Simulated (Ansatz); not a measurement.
The calculation's input:

```
crystal:
  periodic: [false, false, false]
  atoms:
    - {symbol: C, position_ang: [-1.504087, -1.786621, 0.120342]}
    - {symbol: Hf, position_ang: [-0.210695, 0.068363, 0.332402]}
    - {symbol: O, position_ang: [-0.945445, 0.723374, 2.043929]}
    - {symbol: C, position_ang: [-1.703710, 0.592940, -1.663987]}
    - {symbol: C, position_ang: [-2.024376, 1.530134, -0.659576]}
    - {symbol: C, position_ang: [-0.905552, 2.364529, -0.468050]}
    - {symbol: C, position_ang: [0.111683, 1.938598, -1.346812]}
    - {symbol: C, position_ang: [-0.384681, 0.843736, -2.090334]}
    - {symbol: C, position_ang: [1.933236, -0.151822, 1.694650]}
    - {symbol: C, position_ang: [2.293204, 0.318498, 0.415378]}
    - {symbol: C, position_ang: [2.039844, -0.718947, -0.514601]}
    - {symbol: C, position_ang: [1.502630, -1.811015, 0.189248]}
    - {symbol: C, position_ang: [1.431274, -1.458296, 1.555518]}
    - {symbol: H, position_ang: [-1.368796, -2.334282, -0.818724]}
    - {symbol: H, position_ang: [-2.561571, -1.508196, 0.183941]}
    - {symbol: H, position_ang: [-1.304033, -2.490895, 0.935401]}
    - {symbol: H, position_ang: [-0.687931, 0.463832, 2.926670]}
    - {symbol: H, position_ang: [-2.350782, -0.187394, -2.032434]}
    - {symbol: H, position_ang: [-2.946819, 1.573403, -0.100445]}
    - {symbol: H, position_ang: [-0.828099, 3.160008, 0.257825]}
    - {symbol: H, position_ang: [1.090058, 2.383587, -1.448223]}
    - {symbol: H, position_ang: [0.150398, 0.295510, -2.851587]}
    - {symbol: H, position_ang: [2.000331, 0.412696, 2.612873]}
    - {symbol: H, position_ang: [2.721035, 1.284390, 0.193493]}
    - {symbol: H, position_ang: [2.225997, -0.676440, -1.577097]}
    - {symbol: H, position_ang: [1.185332, -2.749573, -0.237748]}
    - {symbol: H, position_ang: [1.041527, -2.080109, 2.347930]}
basis:
  gaussian: {orbitals: def2-TZVPP}
hamiltonian: {xc: pbe0, dispersion: d4}
output: {orbitals: {seedname: orbitals}}
```

Launched as:

```sh
ansatz run in.yaml --threads 11 --pin off --events-out ev --progress --plain --max-ram 174080MiB --backend cuda --devices 0, --max-vram 75GiB
```

Geometry: PBE0-D4/def2-TZVP; core potentials replace the inner electrons of Hf.

These are results of Ansatz 0.2.0, RKS PBE0-D4/def2-TZVPP, not measurements.

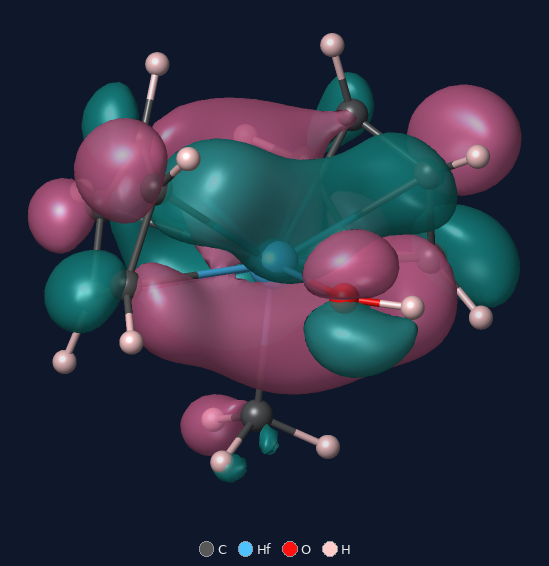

C11H14HfO (SMILES [CH3][Hf]12345678([OH])([CH]9[CH]1[CH]2[CH]3[CH]94)[CH]1[CH]5[CH]6[CH]7[CH]18). The LUMO at ±0.08 Å⁻³ᐟ² (teal and pink are the two phases), seen at a tilt.

Describe this orbital and give its energy.

It lies mainly on Hf2 (about 35 %), C9 (about 10 %), O3 (about 10 %), C6 (about 5 %) and C13 (about 5 %). Its energy is −0.36 eV.
